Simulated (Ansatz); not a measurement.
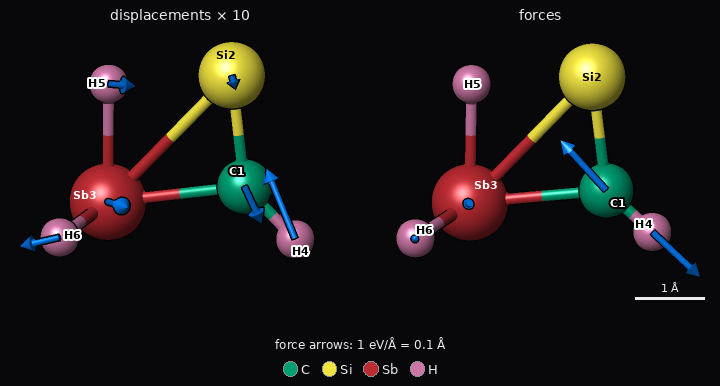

Left: CH3SbSi, with blue arrows for the displacements applied to it. Right: the displaced structure with the computed forces. The picture is a ball-and-stick view, seen face on.

Computed with Ansatz, RKS PBE-D4/def2-TZVPP. 

Q: Where do the forces point?

A: All atoms are moved at random (σ = 0.06 Å) from the PBE0-D4/def2-TZVP minimum. It costs 19.4 kcal/mol. The largest force is 10 eV/Å, on C1. The forces point partly back along the displacements (cosine −0.70). At other levels of theory the same distortion costs 18.4 kcal/mol (RKS r2SCAN-D4/def2-TZVPP), 18.4 kcal/mol (RKS PBE0-D4/def2-TZVPP), 18.0 kcal/mol (RKS wB97M-V/def2-TZVPP), 17.8 kcal/mol (RHF-CCSD(T), frozen core/def2-TZVPP). Some distances before and after: C1–H4 1.079 → 0.913 Å, Si2–Sb3 2.834 → 2.778 Å, Sb3–H6 1.731 → 1.686 Å, C1–Si2 1.716 → 1.758 Å. Bond angles that change, for instance: C1–Sb3–H6 99.3° → 105.8°, Sb3–C1–H4 123.6° → 129.4°.
